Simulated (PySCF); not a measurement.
**C2H5N, SMILES `C1NC1`: what the electrons do**

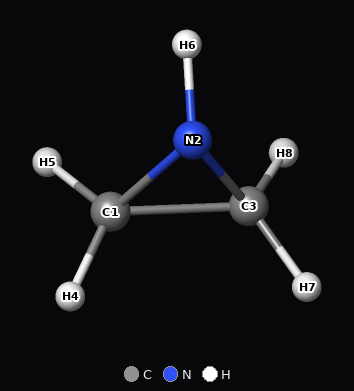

The molecule, with its atoms numbered as below. No frequency check shows the geometry to be a minimum.

Cartesian coordinates (Å):

```
C1       0.7387   -0.3903    0.0271
N2      -0.0001    0.8346   -0.1692
C3      -0.7386   -0.3903    0.0271
H4       1.2629   -0.7460   -0.8492
H5       1.2625   -0.5597    0.9612
H6      -0.0000    1.4531    0.6360
H7      -1.2628   -0.7461   -0.8492
H8      -1.2625   -0.5597    0.9612
```

Part 1: Bonding charge

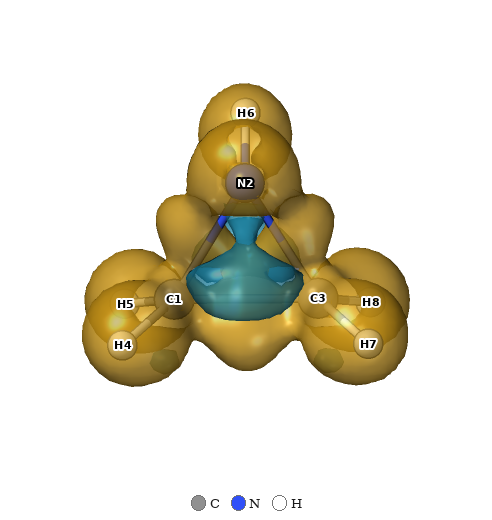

Deformation density (molecule less spherical, spin-averaged free atoms at the same positions), surfaces at ±0.1 e/Å³; yellow: gain, teal: loss.

Level of theory: ωB97X/6-31+G* (PySCF), at a geometry from GFN2-xTB.

Q: How much density has each bond gained at its critical point, relative to the free atoms?

A: N2–H6: +0.80 e/Å³ at the bond critical point (bond length 1.01 Å). C3–H7 and C1–H4: +0.71 e/Å³ at the bond critical point (bond length 1.08 Å). C1–H5 and C3–H8: +0.69 e/Å³ at the bond critical point (bond length 1.08 Å). C1–C3: +0.38 e/Å³ at the bond critical point (bond length 1.48 Å). N2–C3 and C1–N2: +0.28 e/Å³ at the bond critical point (bond length 1.44 Å). In all, 1.8 electrons gather in the regions of gain relative to the promolecule.

Part 2: Local ionisation energy

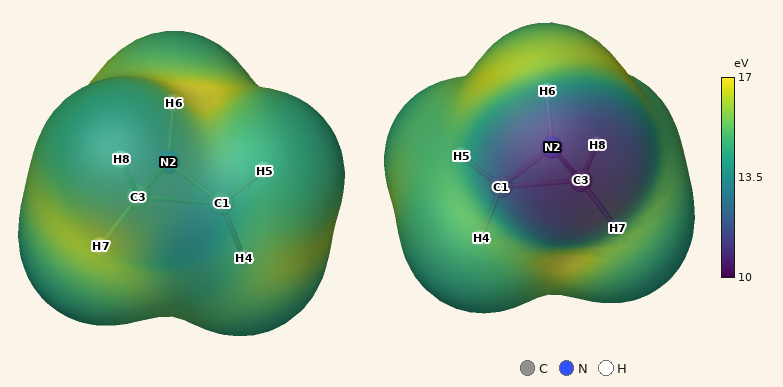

Average local ionisation energy on the surface of electron density 0.001 a.u. (back view left, front view right).

Q: Where are the most loosely bound electrons on this surface?

A: The lowest value is 10.3 eV, 2.1 Å from N2. Further minima include 13.7 eV, off the C1–C3 bond (2.1 Å from its atoms); 14.0 eV, 1.3 Å from H7, and at like points elsewhere. For comparison, the highest occupied orbital lies at −9.5 eV.

Q: What volume does the surface enclose, and what is the dipole moment?

A: About 70 Å³; the dipole moment is 1.9 D.

Part 3: In an electric field

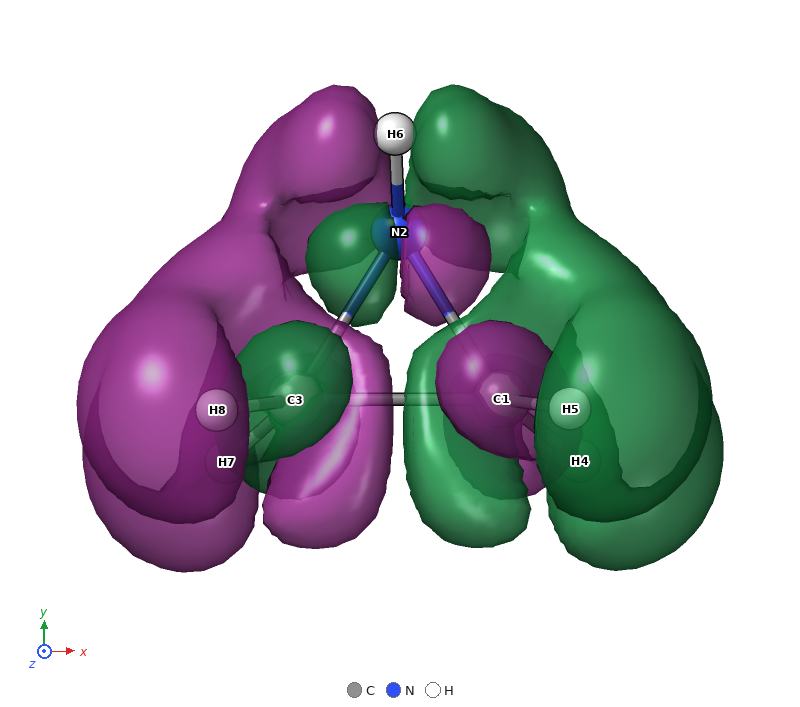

Change of the electron density in a uniform field of 0.10 V/Å, surfaces at ±0.0006 e/Å³ (green: gain, purple: loss).

Method: B3LYP/def2-SVPD; geometry: GFN2-xTB; program: PySCF.

The field was applied in both directions; the picture shows the one opposite to the script's first.

Q: Along which Cartesian direction does the field point?

A: Along −x: electrons gather on the +x side, against the field.

Q: What dipole is induced, and what polarisability does it imply?

A: The induced dipole is 0.18 D (along the field); α along this axis, from the fields in both directions, is 35 bohr³ (5.1 Å³).

Part 4: Magnetic shielding

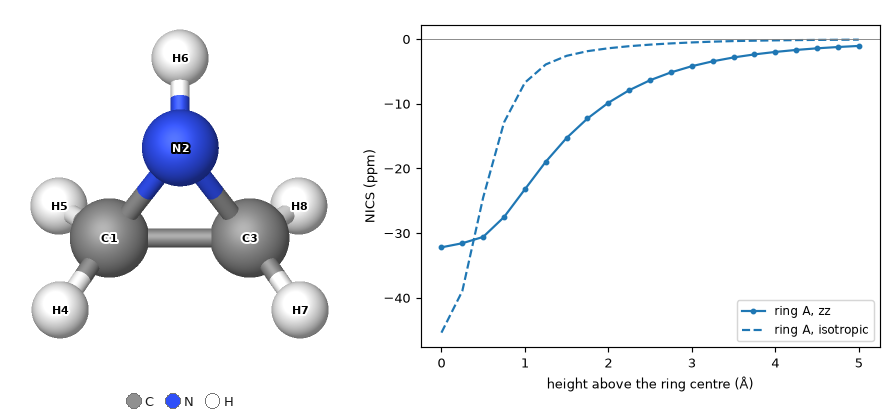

GIAO NICS scans along the ring normals; ring A: 3-membered ring C1/N2/C3.

Q: Read the scans.

A: Ring A is shielded above its centre; its σ bonds alone give such values, so they don't measure π aromaticity: NICSzz reaches −32.2 ppm at 0.00 Å; NICS(0) = −45.4, NICS(1) = −6.8, NICS(1)zz = −23.2 ppm.

Q: What absolute proton shieldings does the same calculation give?

A: From 30.2 ppm (H5 and H8) to 32.2 ppm (H6).
